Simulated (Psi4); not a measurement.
# BCl (SMILES [B]Cl), step by step

Aim: a structure relaxation (r2SCAN-D4/6-31G*), then the harmonic vibrations, then the energy (MP2-F12/cc-pVDZ-F12) of BCl. 

Program for the calculation: Psi4 1.11.

**1. The structure to begin with**

BCl: 2 atoms, total charge 0, spin state singlet. SMILES: `[B]Cl`. All atoms were displaced at random from a relaxed shape. The run starts from this shape.

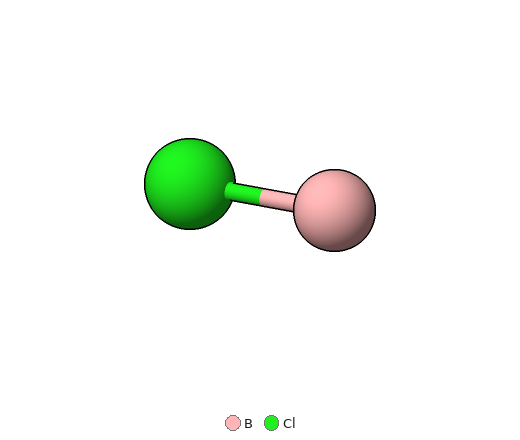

The structure, seen from a chosen angle (boron pink, chlorine green).

**2. A geometry optimisation at r2SCAN-D4/6-31G(d) (density fitting, Cartesian functions) (run 1)**

File calc.inp:

```
memory 1600 mb

molecule geom {
  0 1
  B      0.05963220     0.00466006    -0.09834513
  Cl     0.07653769     0.08410415     3.20354309
  units au
}

set geom_maxiter 60

energy_value, wavefunction = optimize('r2scan-d4/6-31G*', return_wfn=True)
```

Run with:

```sh
$ psi4 -n 1 calc.inp calc.out
```

calc.out:

```text
[...]
  Running in c2v symmetry.
[...]
  Nuclear repulsion =   25.735060957115319
[...]
  Multiplicity = 1
[...]
  Nalpha       = 11
  Nbeta        = 11
[...]
    Number of basis functions: 34
[...]
   @DF-RKS iter   1:  -484.89684979863580   -2.35831e-01   7.06056e-03 ADIIS/DIIS
[...]
   @DF-RKS iter   6:  -484.90985581474376   -1.25056e-12   7.15002e-09 DIIS
[...]
  @DF-RKS Final Energy:  -484.90985581474376
   => Energetics <=
    Nuclear Repulsion Energy =             25.8079550993821769
    One-Electron Energy =                -718.7414458577254663
    Two-Electron Energy =                 240.1708943184720795
    DFT Exchange-Correlation Energy =     -32.1470664610665580
    Empirical Dispersion Energy =          -0.0001929138059879
    VV10 Nonlocal Energy =                  0.0000000000000000
    Total Energy =                       -484.9098558147437643
[...]
 Multipole Moments:
 ------------------------------------------------------------------------------------
     Multipole            Electronic (a.u.)      Nuclear  (a.u.)        Total (a.u.)
 ------------------------------------------------------------------------------------
 L = 1.  Multiply by 2.5417464519 to convert [e a0] to [Debye]
 Dipole X            :          0.0000000           -0.0000000           -0.0000000
 Dipole Y            :          0.0000000           -0.0000000           -0.0000000
 Dipole Z            :         -0.4530294            0.8820848            0.4290554
 Magnitude           :                                                    0.4290554
[...]
  -Total Gradient:
     Atom            X                  Y                   Z
    ------   -----------------  -----------------  -----------------
       1        0.000000000000    -0.000000000000    -0.000063670231
       2        0.000000000000    -0.000000000000    -0.000079965317
[...]
```

On the terminal:

```text
Optimizer: Optimization complete!
```

Wall time 9.9 s (1 thread of Intel Xeon Platinum 8375C at 2.90GHz (Ice Lake), shared host); peak memory 0.32 GiB.

Steps, from the record of the run:

| step | energy from the first frame kept (eV) | largest force (eV/Å) |
| --- | --- | --- |
| 0 | 0.0000 | 0.1037 |
| 1 | -0.0001 | 0.0367 |
| 2 | -0.0001 | 0.0041 |

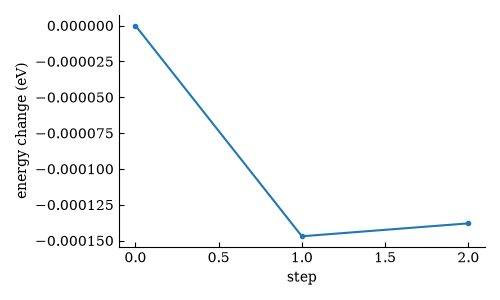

Energy along the run.

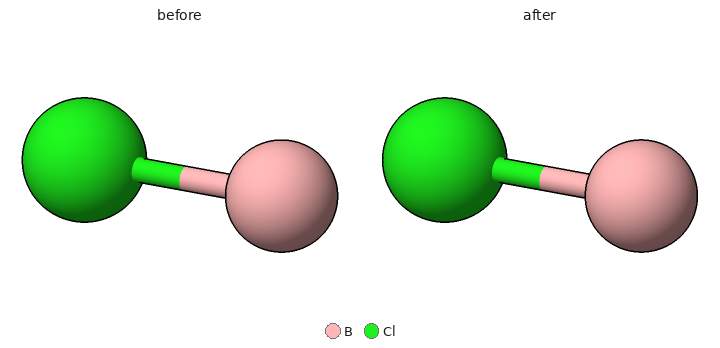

Before and after, at one scale.

After the run. Bond lengths: B1–Cl2 1.743 Å.

**3. The harmonic vibrations at r2SCAN-D4/6-31G(d) (density fitting, Cartesian functions) (run 2)**

File bcl.xyz:

```xyz
2
BCl
B      0.031575     0.002556    -0.048289
Cl     0.040496     0.044478     1.694060
```

File bcl.py:

```python
import psi4

psi4.set_memory(1600000000)
psi4.set_num_threads(1)
psi4.set_output_file('run.log', False)

with open('bcl.xyz') as f:
    atoms = ''.join(f.readlines()[2:])
molecule = psi4.geometry('0 1\n' + atoms + '')

psi4.set_options({
    'basis': '6-31G*',
    't': 298.15,
    'rotational_symmetry_number': 1,
})

energy_value, wavefunction = psi4.frequency('r2scan-d4', return_wfn=True)
print(f'r2scan-d4 energy: {energy_value:.10f} Eh')
print('wavenumbers / cm^-1:', wavefunction.frequencies().np.round(1))
for k in ('ZPVE', 'ENTHALPY', 'GIBBS FREE ENERGY'):
    print(f'{k}: {psi4.variable(k):.8f} Eh')
```

Run with:

```sh
$ python bcl.py
```

run.log:

```text
[...]
  Running in c2v symmetry.
[...]
  Nuclear repulsion =   25.794419469219989
[...]
  Multiplicity = 1
[...]
  Nalpha       = 11
  Nbeta        = 11
[...]
    Number of basis functions: 34
[...]
   @DF-RKS iter   1:  -484.89663802968374   -2.32183e-01   7.09302e-03 ADIIS/DIIS
[...]
  Running in cs symmetry.
[...]
   @DF-RKS iter   9:  -484.90985581506902    4.54747e-13   7.59391e-10 DIIS
[...]
  @DF-RKS Final Energy:  -484.90985581506902
   => Energetics <=
    Nuclear Repulsion Energy =             25.8079486505549625
    One-Electron Energy =                -718.7414351803580530
    Two-Electron Energy =                 240.1708900680031036
    DFT Exchange-Correlation Energy =     -32.1470664394633516
    Empirical Dispersion Energy =          -0.0001929138057328
    VV10 Nonlocal Energy =                  0.0000000000000000
    Total Energy =                       -484.9098558150690224
[...]
  -Total Gradient:
     Atom            X                  Y                   Z
    ------   -----------------  -----------------  -----------------
       1        0.000000000000    -0.000000033514    -0.000063879941
       2        0.000000000000    -0.000000041845    -0.000079760481
[...]
  ==> Harmonic Vibrational Analysis <==
[...]
  Freq [cm^-1]                 815.5081
[...]
  IR activ [km/mol]            232.9912
[...]
  Total E_0, Enthalpy at 0 [K]                                                         -484.90799795 [Eh]
[...]
  Total H, Enthalpy at  298.15 [K]                                                     -484.90461926 [Eh]
[...]
  Total G, Gibbs energy at  298.15 [K]                                                 -484.92885141 [Eh]
[...]
```

Standard output:

```text
r2scan-d4 energy: -484.9098558147 Eh
wavenumbers / cm^-1: [815.5]
ZPVE: 0.00185786 Eh
ENTHALPY: -484.90461926 Eh
GIBBS FREE ENERGY: -484.92885141 Eh
```

Run time: 14 s. Hardware: 1 thread of Intel Xeon Platinum 8375C at 2.90GHz (Ice Lake), shared host; peak memory 0.32 GiB.

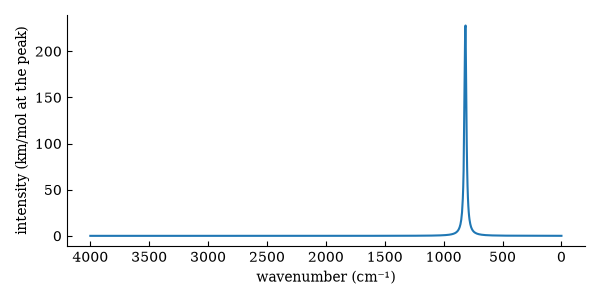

Harmonic infrared spectrum, unscaled, lines broadened by 10 cm⁻¹.

**4. The energy at MP2-F12/cc-pVDZ-F12 (density fitting, density fitting for correlation) (run 3)**

File job.py:

```python
import psi4

psi4.set_memory(1600000000)
psi4.set_num_threads(1)
psi4.set_output_file('bcl.out', False)

molecule = psi4.geometry("""
B      0.031575     0.002556    -0.048289
Cl     0.040496     0.044478     1.694060
""")

options = {'reference': 'rhf', 'freeze_core': 'true'}
psi4.set_options(options)

e, wfn = psi4.energy("mp2-f12/cc-pVDZ-F12", molecule=molecule, return_wfn=True)
print(f'total energy {e:.8f} hartree = {e * 27.211386:.5f} eV')
for k, v in sorted(psi4.core.scalar_variables().items()):
    print(f'{k:45s} {v:18.10f}')
```

Run with:

```sh
$ python job.py
```

bcl.out:

```text
[...]
  Running in c2v symmetry.
[...]
  Nuclear repulsion =   25.807952202309767
[...]
  Multiplicity = 1
[...]
  Nalpha       = 11
  Nbeta        = 11
[...]
    Number of basis functions: 69
[...]
   @DF-RHF iter   1:  -484.14524948600018   -5.30785e-01   3.91086e-03 DIIS/ADIIS
[...]
   @DF-RHF iter  10:  -484.15449601201726   -6.36646e-12   8.38757e-09 DIIS
[...]
    Orbital Energies [Eh]
    ---------------------
    Doubly Occupied:
       1A1  -104.876654     2A1   -10.604145     3A1    -8.070830
       1B2    -8.068705     1B1    -8.068705     4A1    -7.726528
       5A1    -1.154080     6A1    -0.666862     2B1    -0.519128
       2B2    -0.519128     7A1    -0.384529
[...]
  @DF-RHF Final Energy:  -484.15449601201726
   => Energetics <=
    Nuclear Repulsion Energy =             25.8079522023097674
    One-Electron Energy =                -718.6063099590829779
    Two-Electron Energy =                 208.6438617447558670
    Total Energy =                       -484.1544960120172618
[...]
 Multipole Moments:
 ------------------------------------------------------------------------------------
     Multipole            Electronic (a.u.)      Nuclear  (a.u.)        Total (a.u.)
 ------------------------------------------------------------------------------------
 L = 1.  Multiply by 2.5417464519 to convert [e a0] to [Debye]
 Dipole X            :          0.0000000            0.0000000            0.0000000
 Dipole Y            :          0.0000000            0.0000000            0.0000000
 Dipole Z            :         -0.3844814            0.8820849            0.4976036
 Magnitude           :                                                    0.4976036
[...]
```

Standard output:

```text
total energy -484.45704964 hartree = -13182.74778 eV
CURRENT CORRELATION ENERGY                         -0.2986102150
CURRENT ENERGY                                   -484.4570496415
CURRENT REFERENCE ENERGY                         -484.1584394265
CUSTOM SCS-MP2 CORRELATION ENERGY                  -0.2251416057
CUSTOM SCS-MP2 TOTAL ENERGY                      -484.3796376177
DD SOLVATION ENERGY                                 0.0000000000
F12 CABS CORRECTION ENERGY                         -0.0039434145
HF KINETIC ENERGY                                 484.1390607517
HF POTENTIAL ENERGY                              -968.2935567637
HF TOTAL ENERGY                                  -484.1544960120
HF VIRIAL RATIO                                     2.0000318819
HF-CABS TOTAL ENERGY                             -484.1584394265
MP2 CORRELATION ENERGY                             -0.2274427827
MP2 DOUBLES ENERGY                                 -0.2274427827
MP2 OPPOSITE-SPIN CORRELATION ENERGY               -0.1723007825
MP2 SAME-SPIN CORRELATION ENERGY                   -0.0551420002
MP2 SINGLES ENERGY                                 -0.0000000000
MP2 TOTAL ENERGY                                 -484.3819387947
MP2-F12 CORRECTION ENERGY                          -0.0711674323
MP2-F12 CORRELATION ENERGY                         -0.2986102150
MP2-F12 DOUBLES ENERGY                             -0.2986102150
MP2-F12 OPPOSITE-SPIN CORRELATION ENERGY           -0.2323304350
MP2-F12 SAME-SPIN CORRELATION ENERGY               -0.0662797800
MP2-F12 SINGLES ENERGY                              0.0000000000
MP2-F12 TOTAL ENERGY                             -484.4570496415
NUCLEAR REPULSION ENERGY                           25.8079522023
ONE-ELECTRON ENERGY                              -718.6063099591
PCM POLARIZATION ENERGY                             0.0000000000
PE ENERGY                                           0.0000000000
SCF ITERATION ENERGY                             -484.1544960120
SCF ITERATIONS                                     10.0000000000
SCF TOTAL ENERGY                                 -484.1544960120
SCS-MP2 CORRELATION ENERGY                         -0.2251416057
SCS-MP2 TOTAL ENERGY                             -484.3796376177
TWO-ELECTRON ENERGY                               208.6438617448
```

Wall time 11 s (1 thread of Intel Xeon Platinum 8375C at 2.90GHz (Ice Lake), shared host); peak memory 0.65 GiB.

**5. What came out**

| quantity | value |
| --- | --- |
| run 1, r2SCAN-D4/6-31G*: total energy at the end | -484.90986 Eh |
| run 1, r2SCAN-D4/6-31G*: dipole moment | 1.09 D |
| run 1, r2SCAN-D4/6-31G*: HOMO energy | -6.33 eV |
| run 1, r2SCAN-D4/6-31G*: LUMO energy | -2.44 eV |
| run 1, r2SCAN-D4/6-31G*: HOMO–LUMO gap | 3.90 eV |
| run 1, r2SCAN-D4/6-31G*: bond length | 1.743 Å |
| run 1, r2SCAN-D4/6-31G*: dispersion energy | -0.51 kJ/mol |
| run 2, r2SCAN-D4/6-31G*: harmonic wavenumber | 816 cm⁻¹ |
| run 2, r2SCAN-D4/6-31G*: zero-point energy | 4.9 kJ/mol |
| run 2, r2SCAN-D4/6-31G*: ideal-gas entropy at 298.15 K (symmetry number 1 as used) | 51.0 cal/(mol K) |
| run 3, MP2-F12/cc-pVDZ-F12: total energy | -484.45705 Eh |
| run 3, MP2-F12/cc-pVDZ-F12: HOMO energy (Hartree–Fock orbitals) | -10.46 eV |
| run 3, MP2-F12/cc-pVDZ-F12: LUMO energy (Hartree–Fock orbitals) | 1.04 eV |
| run 3, MP2-F12/cc-pVDZ-F12: HOMO–LUMO gap (Hartree–Fock orbitals) | 11.51 eV |
| run 3, MP2-F12/cc-pVDZ-F12: correlation energy (6 core orbitals frozen) | -298.6 mEh |

In words: The optimisation (run 1, r2SCAN-D4/6-31G*) took 3 steps and changed the energy by -0.000 eV. The one mode (run 2, r2SCAN-D4/6-31G*) is real, so the shape is a minimum at this level.
